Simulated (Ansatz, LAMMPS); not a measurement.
# As in place of Si at several sites of amorphous Si (164 atoms), part 2 of 3

At which site of amorphous Si (164 atoms) does As in place of Si cost least, and what about the site decides it?

Ansatz 0.2.0; Kohn-Sham DFT, PBE, PAW (set soft_2), plane waves.

The cell: 164 Si. The quench rate of 200 K/ps is orders of magnitude faster than experiment. The starting topology of bonds comes from the classical model. The Brillouin zone is sampled at Γ only, in a cell whose shortest periodic width is 15 Å.

So far. Step 2 (Single point at the start): The r.m.s. force at the start is 0.24 eV/Å. Step 3 (Relaxation): The relaxation converged after 44 steps, 14.1 eV below its start, with a largest force component of 0.037 eV/Å.

### Step 4. Single point at the relaxed geometry

The electronic structure is read at the final geometry, in a run of its own.

Contents of input.yaml:

```yaml
crystal:
  lattice:
    - [15.0762, 0.0, 0.0]
    - [0.0, 15.0762, 0.0]
    - [0.0, 0.0, 15.0762]
  atoms:
    - { symbol: Si, position: [0.07358, 0.22244, 0.19256] }
    - { symbol: Si, position: [0.45331, 0.68141, 0.43425] }
    - { symbol: Si, position: [0.29642, 0.39339, 0.18781] }
    - { symbol: Si, position: [0.21224, 0.20231, 0.7997] }
    - { symbol: Si, position: [0.59929, 0.68308, 0.83596] }
    - { symbol: Si, position: [0.75002, 0.9213, 0.07811] }
    [... 152 atom lines left out ...]
    - { symbol: Si, position: [0.16883, 0.86484, 0.57598] }
    - { symbol: Si, position: [0.05666, 0.55167, 0.8755] }
    - { symbol: Si, position: [0.49879, 0.08174, 0.67565] }
    - { symbol: Si, position: [0.0506, 0.36508, 0.71004] }
    - { symbol: Si, position: [0.79802, 0.60973, 0.49664] }
    - { symbol: Si, position: [0.67, 0.16424, 0.47654] }
kpoints:
  mp_grid: { grid: [1, 1, 1] }
hamiltonian:
  xc: pbe
scf:
  occupations: { method: gaussian, width: 0.025 }
output:
  forces: true
  stress: true
  populations: true
  dos:
    method: { smearing: { sigma: 0.1 } }
    de: 0.1
    projected: { site_lists: { Si: [Si] } }
  eigenvalues: true
  write_density: true
  write_potential: true
  volumetric_format: npy
  elf: true
```

On the command line:

```console
ansatz run input.yaml --threads 4 --pin off --max-ram 8192MiB --backend cpu --events-out ev --progress --plain --runs-dir out
```

Numbers of over 12 decimals in the logs are rounded to 6 here.

Output:

```text
[...]
Crystal: 164 atoms, lattice volume = 3426.697 Å³
Basis set: ecut = 420 eV, 67043 PW (Γ), exchange–correlation on 216×216×216 points (8 copies of the dense FFT grid, shifted against one another)
Bands: 492, of which v1, the nominal top of the filled ones, is band 328 counted from 1 (327 counted from 0)
Symmetry: 1 space group operations
[...]
k-points: 1
[...]
SCF iter   1: F=—  HF=-104227.749396 eV  |F-HF|=—  |Δ(HF+E_count)|=         —  Δρ=3.02e-3  dr2=8.00e-1  ethr=1.77e-3  ⟨swp⟩=6.0  Hψ=2279  notcnv=0  defer=80
[...]
SCF iter   9: F=-104227.663691 eV  HF=-104227.663691 eV  |F-HF|=2.98e-8  |Δ(HF+E_count)|=   7.04e-7  Δρ=8.29e-7  dr2=9.72e-8  ethr=1.52e-11  ⟨swp⟩=26.0  Hψ=5033  notcnv=0
SCF 1 converged in 9 iterations: F = -104227.663691 eV  dr2 = 9.72e-8
[...]
SCF converged after 9 iterations
Free energy (F): -104227.663691 eV
[...]
Internal energy: -104227.663690 eV  (E = F + TS)
E sigma→0 (E₀):  -104227.663691 eV
Entropy (-TS):   -0.000000 eV (-0.000 meV/atom)
Fermi energy:    5.917284 eV
[...]
--- Forces (eV/Å), atoms counted from 1 ---
  atom   1  Si     0.00639612     0.00447441     0.00812240
  atom   2  Si    -0.00386242     0.00734909    -0.00727825
  atom   3  Si    -0.00388331     0.00779449    -0.00385943
  atom   4  Si    -0.00264184    -0.00550497    -0.00193738
  atom   5  Si    -0.00555263    -0.00611461     0.00013066
  atom   6  Si    -0.00607471     0.00638731    -0.00028624
  atom   7  Si    -0.00427837    -0.00743425    -0.00718185
  atom   8  Si     0.00744574    -0.00122379     0.00405302
  atom   9  Si    -0.00232702    -0.00230918     0.00909154
  atom  10  Si     0.00638092     0.00419481     0.00037834
  atom  11  Si     0.00260770    -0.00268797    -0.00478355
  atom  12  Si     0.00193475     0.00280392     0.00056754
  atom  13  Si     0.00355601    -0.00537812     0.00577860
  atom  14  Si     0.00186740     0.00075730    -0.00021433
[...]
atom 163  Si     0.00183027    -0.00187777     0.00058821
  atom 164  Si     0.00023482     0.00336728     0.00439509
  max |Σ_I F_I| component: 4.15e-5 eV/Å
--- Stress (GPa, compression-positive) ---
       -1.037565       0.228313      -1.367980
        0.228313      -1.233824      -0.244279
       -1.367980      -0.244279       0.275487
  P = ⅓ Tr σ = -0.6653 GPa (-6.653 kbar)
--- Band table (eV) ---
[...]
--- Löwdin populations: 164 sites ---
  site symbol       q [e]
     0     Si      3.9112
     1     Si      3.9308
     2     Si      3.9700
[...]
163     Si      3.9542
  spilling = 0.011524 (of n_electrons = 656.000000)
```

Elapsed: 90 s, on 4 threads of Arm Neoverse V1, shared host; peak memory 4.4 GiB; 5.9 min of CPU time.

Numbers from this run:

* free energy: -104227.6637 eV
* free energy per atom: -635.5345 eV/atom
* SCF cycles: 9
* pressure: -0.6653 GPa
* r.m.s. force component: 0.00628 eV/Å
* longest force: 0.04186 eV/Å
* Fermi energy: 5.917 eV
* gap (highest filled to lowest empty level): 0.1695 eV
* spilling of the projection: 0.01152

### Step 5. As on a site of Si, site Si135

The site has 3 bonded neighbours (Si3) at 2.35 Å on average, by cutoffs that count no bonds between two metal atoms or like ions. The change is made in the relaxed cell and the atoms are relaxed again.

Contents of input.yaml:

```yaml
crystal:
  lattice:
    - [15.0762, 0.0, 0.0]
    - [0.0, 15.0762, 0.0]
    - [0.0, 0.0, 15.0762]
  atoms:
    [... atom lines 1 to 131 left out ...]
    - { symbol: Si, position: [0.36898, 0.89021, 0.42511] }
    - { symbol: Si, position: [0.18742, 0.05212, 0.05369] }
    - { symbol: Si, position: [0.29362, 0.29555, 0.61076] }
    - { symbol: As, position: [0.89033, 0.06782, 0.31741] }
    - { symbol: Si, position: [0.79212, 0.44081, 0.28267] }
    - { symbol: Si, position: [0.33232, 0.27384, 0.28237] }
    - { symbol: Si, position: [0.36121, 0.06444, 0.59784] }
    [... atom lines 139 to 164 left out ...]
kpoints:
  mp_grid: { grid: [1, 1, 1] }
hamiltonian:
  xc: pbe
scf:
  occupations: { method: gaussian, width: 0.025 }
output:
  forces: true
  eigenvalues: true
relax:
  f_tol: 0.05
  max_steps: 90
```

Output:

```text
[...]
Crystal: 164 atoms, lattice volume = 3426.697 Å³
Basis set: ecut = 420 eV, 67043 PW (Γ), exchange–correlation on 216×216×216 points (8 copies of the dense FFT grid, shifted against one another)
Bands: 498, of which v1, the nominal top of the filled ones, is band 334 counted from 1 (333 counted from 0)
Symmetry: 1 space group operations
[...]
k-points: 1
[...]
SCF iter   1: F=—  HF=-108448.444856 eV  |F-HF|=—  |Δ(HF+E_count)|=         —  Δρ=3.01e-3  dr2=8.41e-1  ethr=1.77e-3  ⟨swp⟩=6.0  Hψ=2294  notcnv=0  defer=77
[...]
SCF iter   6: F=—  HF=-108448.357138 eV  |F-HF|=—  |Δ(HF+E_count)|=   1.86e-4  Δρ=1.81e-5  dr2=2.96e-5  ethr=2.93e-8  ⟨swp⟩=2.0  Hψ=674  notcnv=0  defer=158
SCF iter   7: F=-108448.357165 eV  HF=-108448.357160 eV  |F-HF|=4.92e-6  |Δ(HF+E_count)|=   2.21e-5  Δρ=7.44e-6  dr2=5.09e-6  ethr=4.44e-9  ⟨swp⟩=17.0  Hψ=3251  notcnv=0
SCF 1 converged in 7 iterations: F = -108448.357165 eV  dr2 = 5.09e-6
[...]
relax step   1: F+E_penalty+E_count = -108448.35716474 eV  Δ(F+E_penalty+E_count) = +0.000e0 eV  max|allowed force component| = 4.729e-1 eV/Å  Δτ_max = 0.0000 Å  (7 SCF iters, dr2 threshold 6.25e-5 eV, accepted)
[...]
relax step   2: F+E_penalty+E_count = -108448.44728670 eV  Δ(F+E_penalty+E_count) = -9.012e-2 eV  max|allowed force component| = 1.430e-1 eV/Å  Δτ_max = 0.0867 Å  (6 SCF iters, dr2 threshold 1.40e-5 eV, accepted)
[...]
relax step   3: F+E_penalty+E_count = -108448.46456950 eV  Δ(F+E_penalty+E_count) = -1.728e-2 eV  max|allowed force component| = 5.001e-2 eV/Å  Δτ_max = 0.0314 Å  (6 SCF iters, accepted)
[...]
relax step   4: F+E_penalty+E_count = -108448.47338178 eV  Δ(F+E_penalty+E_count) = -8.812e-3 eV  max|allowed force component| = 4.325e-2 eV/Å  Δτ_max = 0.0340 Å  (7 SCF iters, accepted)
SCF converged after 7 iterations
Free energy (F): -108448.473382 eV
[...]
Internal energy: -108448.459277 eV  (E = F + TS)
E sigma→0 (E₀):  -108448.466329 eV
Entropy (-TS):   -0.014105 eV (-0.086 meV/atom)
Fermi energy:    5.938877 eV
[...]
Σ components = -108448.473382   (vs F -108448.473382, Δ=0.00e0)
--- Forces (eV/Å), atoms counted from 1 ---
  atom   1  Si    -0.00007635     0.00091208    -0.00004568
  atom   2  Si     0.00050986    -0.00079024    -0.00255576
  atom   3  Si    -0.00901875    -0.00597812     0.00020270
  atom   4  Si    -0.00302897     0.00093494     0.00020340
[...]
atom 164  Si    -0.00421446     0.00305167     0.00334933
  max |Σ_I F_I| component: 2.82e-5 eV/Å
--- Band table (eV) ---
[...]
--- Relaxed structure (4 steps of the walk, 4 accepted, 0 SCFs on fresh bases) ---
  F+E_penalty+E_count = -108448.47338178 eV   max|allowed force component| = 4.325e-2 eV/Å
  atoms:
    - { symbol: Si, position: [0.073545, 0.222219, 0.195162] }
    - { symbol: Si, position: [0.452750, 0.681315, 0.433780] }
    - { symbol: Si, position: [0.295908, 0.393794, 0.188191] }
    - { symbol: Si, position: [0.212145, 0.202311, 0.800452] }
[...]
- { symbol: Si, position: [0.671191, 0.164167, 0.476151] }
```

Wall time 4.1 min (4 threads); peak memory 4.6 GiB.

The relaxation converged after 4 steps, 0.116 eV below its start, with a largest force component of 0.043 eV/Å.

Local excerpt of 10 atoms (numbers count through the whole input) about the As atom, after relaxation; x, y, z are measured from there.

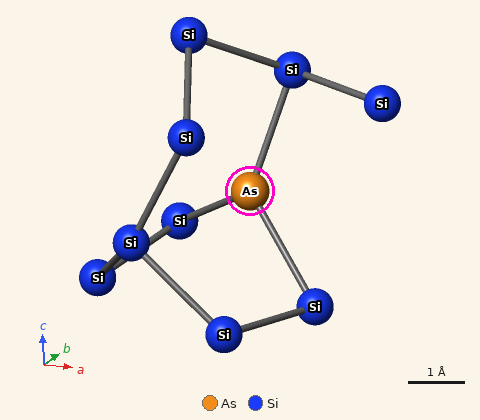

The atoms of the table, within 3.5 Å (arrows a, b, c point along x, y, z); some may hide others; the central atom is ringed.

```
 atom      x      y      z  distance (Å)  bonds
As135   0.00   0.00   0.00          0.00      3
 Si59   0.57   0.75   2.15          2.35      4
 Si49  -1.92   0.94  -1.10          2.40      4
 Si78   1.50  -0.54  -1.87          2.46      4
 Si97  -1.05  -2.81  -0.22          3.01      4
Si118  -2.48  -1.36  -1.51          3.21      4
 Si40   0.76  -2.81  -1.77          3.40      4
 Si98   2.76  -0.05   2.02          3.42      4
 Si82  -0.63  -1.00   3.23          3.44      4
Si107   0.16  -2.86   1.96          3.47      4
```

The column of bonds counts only the pairs Si-Si within 2.93 Å, Si-As within 2.77 Å; other neighbours, such as metal atoms beside each other in a compound, aren't counted, and periodic images can show an atom twice.

The largest move is 0.10 Å, by Si59.

### Step 6. As on a site of Si, site Si84

The site has 5 bonded neighbours (Si5) at 2.53 Å on average. 

Input and log are left out; they have the form of those shown for this kind of step.

The job ended after 23 min (4 threads of Arm Neoverse V1, shared host; peak memory 4.6 GiB; 89 min of CPU time).

The relaxation converged after 23 steps, 1.47 eV below its start, with a largest force component of 0.018 eV/Å.

A closer look about the As atom, after relaxation: 10 atoms, nearest first, numbered in the order of the input, with positions taken from that point.

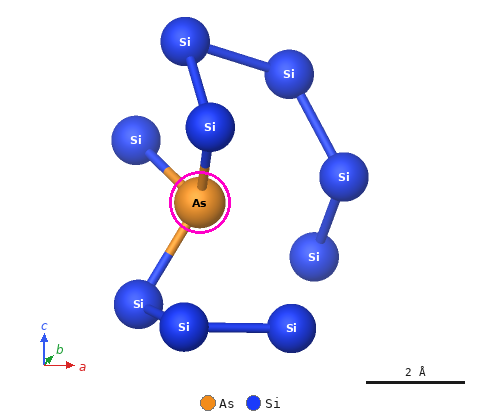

The atoms of the table, within 3.5 Å (arrows a, b, c point along x, y, z); some may hide others; the central atom is ringed.

| atom | x | y | z | distance (Å) | bonds |
| --- | --- | --- | --- | --- | --- |
| As84 | 0.00 | 0.00 | 0.00 | 0.00 | 3 |
| Si108 | -1.69 | 1.52 | 0.90 | 2.44 | 4 |
| Si31 | -1.13 | -0.74 | -2.04 | 2.45 | 4 |
| Si78 | 0.56 | -1.51 | 1.94 | 2.52 | 4 |
| Si67 | 2.80 | 1.06 | 0.45 | 3.03 | 4 |
| Si28 | 1.93 | 2.16 | -1.51 | 3.26 | 4 |
| Si1 | 1.55 | 1.51 | 2.45 | 3.27 | 4 |
| Si135 | -0.35 | 0.18 | 3.34 | 3.36 | 4 |
| Si26 | 0.27 | -2.68 | -2.04 | 3.38 | 4 |
| Si95 | 2.27 | -1.50 | -2.22 | 3.51 | 4 |

The column of bonds counts only the pairs Si-Si within 2.93 Å, Si-As within 2.77 Å; other neighbours, such as metal atoms beside each other in a compound, aren't counted, and periodic images can show an atom twice.

The largest move is 1.03 Å, by Si67.

### Step 7. As on a site of Si, site Si21

The site has 4 bonded neighbours (Si4) at 2.45 Å on average. 

input.yaml, the sections that differ from step 5:

```yaml
crystal:
  lattice:
    - [15.0762, 0.0, 0.0]
    - [0.0, 15.0762, 0.0]
    - [0.0, 0.0, 15.0762]
  atoms:
    [... atom lines 1 to 17 left out ...]
    - { symbol: Si, position: [0.4565, 0.62245, 0.67286] }
    - { symbol: Si, position: [0.60562, 0.48288, 0.53383] }
    - { symbol: Si, position: [0.40822, 0.43141, 0.80219] }
    - { symbol: As, position: [0.5315, 0.19072, 0.54242] }
    - { symbol: Si, position: [0.44958, 0.41068, 0.19849] }
    - { symbol: Si, position: [0.73165, 0.02148, 0.74236] }
    - { symbol: Si, position: [0.83339, 0.3942, 0.02019] }
    [... atom lines 25 to 164 left out ...]
# kpoints, hamiltonian, scf, output, relax: as in step 5
```

Output:

```text
[...]
Pseudopotentials: kind: paw
Pseudopotential: Si, paw, valence charge 4, recommended cutoff 420 eV (normal), Si.paw.azcp
Pseudopotential: As, paw, valence charge 15, recommended cutoff 420 eV (normal), As.paw.azcp
[... 5 lines on functional and potentials left out ...]
Crystal: 164 atoms, lattice volume = 3426.697 Å³
Basis set: ecut = 420 eV, 67043 PW (Γ), exchange–correlation on 216×216×216 points (8 copies of the dense FFT grid, shifted against one another)
Bands: 498, of which v1, the nominal top of the filled ones, is band 334 counted from 1 (333 counted from 0)
Symmetry: 1 space group operations
Space group: P1 (ITA 1), of the structure as read, at distance tolerance 1.5e-4 Å
k-points: 1
[... 5 lines on functional and potentials left out ...]
Initial density: superposition of atomic densities (neutral atoms: chi_scale 0, normalization atom), corrected by the library's trained network
Initial wavefunctions: pseudopotential atomic-orbital guess
[...]
SCF iter   1: F=—  HF=-108448.449833 eV  |F-HF|=—  |Δ(HF+E_count)|=         —  Δρ=3.07e-3  dr2=8.49e-1  ethr=1.77e-3  ⟨swp⟩=6.0  Hψ=2298  notcnv=0  defer=79
preconditioner: auto → Resta (q_TF=auto, 2.077 Å⁻¹)  ε∞=5.7  [insulator: Δε(μ)=0.254 eV  Ē_g=7.520 eV  σ=0.025 eV  W_gap=0.53  n_scr=484 (ndim 8)  ℏωp=16.3 eV  f_vac=0.008  D(μ)=53.40/eV (n_scr^D=256)  ε∞_Penn≈5.7]
[...]
SCF iter   6: F=—  HF=-108448.360742 eV  |F-HF|=—  |Δ(HF+E_count)|=   4.00e-4  Δρ=2.36e-5  dr2=7.93e-5  ethr=1.14e-7  ⟨swp⟩=2.0  Hψ=640  notcnv=0  defer=158
SCF iter   7: F=-108448.360816 eV  HF=-108448.360813 eV  |F-HF|=2.63e-6  |Δ(HF+E_count)|=   7.15e-5  Δρ=8.60e-6  dr2=1.21e-5  ethr=9.37e-9  ⟨swp⟩=17.0  Hψ=3003  notcnv=0
SCF 1 converged in 7 iterations: F = -108448.360816 eV  dr2 = 1.21e-5
[...]
relax step   1: F+E_penalty+E_count = -108448.36081602 eV  Δ(F+E_penalty+E_count) = +0.000e0 eV  max|allowed force component| = 6.770e-1 eV/Å  Δτ_max = 0.0000 Å  (7 SCF iters, dr2 threshold 6.25e-5 eV, accepted)
[... from here on, the SCF cycles and remarks between the steps are left out, and one step in 5 is shown ...]
relax step   2: F+E_penalty+E_count = -108448.50394645 eV  Δ(F+E_penalty+E_count) = -1.431e-1 eV  max|allowed force component| = 4.523e-1 eV/Å  Δτ_max = 0.1110 Å  (6 SCF iters, dr2 threshold 2.86e-5 eV, accepted)
relax step   5: F+E_penalty+E_count = -108448.62813917 eV  Δ(F+E_penalty+E_count) = -1.667e-2 eV  max|allowed force component| = 7.082e-2 eV/Å  Δτ_max = 0.0592 Å  (6 SCF iters, dr2 threshold 3.26e-6 eV, accepted)
relax step  10: F+E_penalty+E_count = -108448.67168611 eV  Δ(F+E_penalty+E_count) = -8.403e-3 eV  max|allowed force component| = 1.265e-1 eV/Å  Δτ_max = 0.0821 Å  (8 SCF iters, dr2 threshold 2.61e-6 eV, accepted)
relax step  15: F+E_penalty+E_count = -108448.95826340 eV  Δ(F+E_penalty+E_count) = -5.865e-2 eV  max|allowed force component| = 3.579e-1 eV/Å  Δτ_max = 0.1916 Å  (10 SCF iters, dr2 threshold 3.92e-5 eV, accepted)
relax step  20: F+E_penalty+E_count = -108449.32204471 eV  Δ(F+E_penalty+E_count) = -9.206e-2 eV  max|allowed force component| = 3.746e-1 eV/Å  Δτ_max = 0.1948 Å  (6 SCF iters, dr2 threshold 2.46e-5 eV, accepted)
relax step  25: F+E_penalty+E_count = -108449.51164386 eV  Δ(F+E_penalty+E_count) = -6.188e-2 eV  max|allowed force component| = 1.667e-1 eV/Å  Δτ_max = 0.1945 Å  (6 SCF iters, dr2 threshold 2.22e-5 eV, accepted)
relax step  30: F+E_penalty+E_count = -108450.13836529 eV  Δ(F+E_penalty+E_count) = -1.210e-1 eV  max|allowed force component| = 3.808e-1 eV/Å  Δτ_max = 0.1948 Å  (6 SCF iters, dr2 threshold 1.00e-4 eV, accepted)
relax step  35: F+E_penalty+E_count = -108450.38747178 eV  Δ(F+E_penalty+E_count) = -6.835e-2 eV  max|allowed force component| = 2.747e-1 eV/Å  Δτ_max = 0.1969 Å  (6 SCF iters, dr2 threshold 3.51e-5 eV, accepted)
relax step  38: F+E_penalty+E_count = -108450.70517579 eV  Δ(F+E_penalty+E_count) = -1.662e-1 eV  max|allowed force component| = 3.552e-1 eV/Å  Δτ_max = 0.1908 Å  (6 SCF iters, dr2 threshold 9.88e-5 eV, accepted)
[...]
Step cancelled. What follows is not a result of the run: it is the report of the last solve that finished, which converged after 6 SCF iterations.
Free energy (F): -108450.705176 eV
Harris-Foulkes:  -108450.705176 eV  (|F-HF|=2.13e-7)
Internal energy: -108450.691071 eV  (E = F + TS)
E sigma→0 (E₀):  -108450.698123 eV
Entropy (-TS):   -0.014105 eV (-0.086 meV/atom)
Fermi energy:    5.929760 eV
--- Per-component energies (eV) ---
[...]
Σ components = -108450.705176   (vs F -108450.705176, Δ=0.00e0)
--- Forces (eV/Å), atoms counted from 1 ---
  atom   1  Si    -0.00409815    -0.01060868     0.00887193
  atom   2  Si    -0.01036967    -0.00272874     0.00020890
  atom   3  Si    -0.01653761    -0.00210616    -0.00544916
  atom   4  Si     0.00038575    -0.01112292     0.01346427
[...]
atom 164  Si    -0.03009113     0.00411158     0.03040148
  max |Σ_I F_I| component: 1.38e-4 eV/Å
--- Band table (eV) ---
  k-point 0: bands = ["-29.5581", "-29.5489", "-29.5079", "-29.4969", [... 482 levels ...], "9.8531", "9.8733", "9.8779", "9.9190", "9.9227", "9.9333", "9.9515", "9.9690", "9.9774", "10.0148", "10.0430", "10.0620"]
End of that report.
Error: SIGTERM received: cancelled by the caller after 5 completed SCF iterations
```

The job ended after 39 min (4 threads; peak memory 4.6 GiB).

The relaxation was stopped at its limit after 38 steps, 2.34 eV below its start, with a largest force component of 0.36 eV/Å.

Local excerpt of 10 atoms (numbers count through the whole input) about the As atom, after relaxation; x, y, z are measured from there.

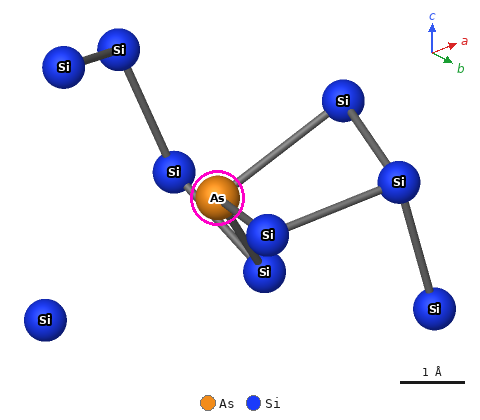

The atoms of the table, within 3.8 Å (arrows a, b, c point along x, y, z); some may hide others; the central atom is ringed.

| atom | x | y | z | distance (Å) | bonds |
| --- | --- | --- | --- | --- | --- |
| As21 | 0.00 | 0.00 | 0.00 | 0.00 | 3 |
| Si80 | -0.86 | 2.25 | -0.17 | 2.41 | 4 |
| Si164 | 1.70 | -0.86 | -1.51 | 2.43 | 4 |
| Si48 | 1.80 | 0.92 | 1.50 | 2.52 | 4 |
| Si25 | -2.14 | 1.56 | 1.70 | 3.14 | 4 |
| Si161 | -1.15 | -2.44 | 1.71 | 3.19 | 4 |
| Si140 | 3.13 | 0.66 | -0.43 | 3.23 | 4 |
| Si76 | -2.36 | -1.39 | -1.95 | 3.36 | 4 |
| Si27 | -1.64 | -0.45 | 2.93 | 3.38 | 4 |
| Si120 | 2.36 | 2.51 | -1.71 | 3.85 | 4 |

The column of bonds counts only the pairs Si-Si within 2.83 Å, Si-As within 2.88 Å; other neighbours, such as metal atoms beside each other in a compound, aren't counted, and periodic images can show an atom twice.

The largest move is 1.89 Å, by Si112.

(Part 2 of 3 ends here.)

[Logs are printed without paths, hosts, clocks, repeated set-up lines and the standing remarks that a program may print on its own settings, such as how far it seeks lower states.]

[Hosts, paths, dates, database ids (printed as entryN), source tags and the programs' standing remarks are cut or masked in the printed files.]
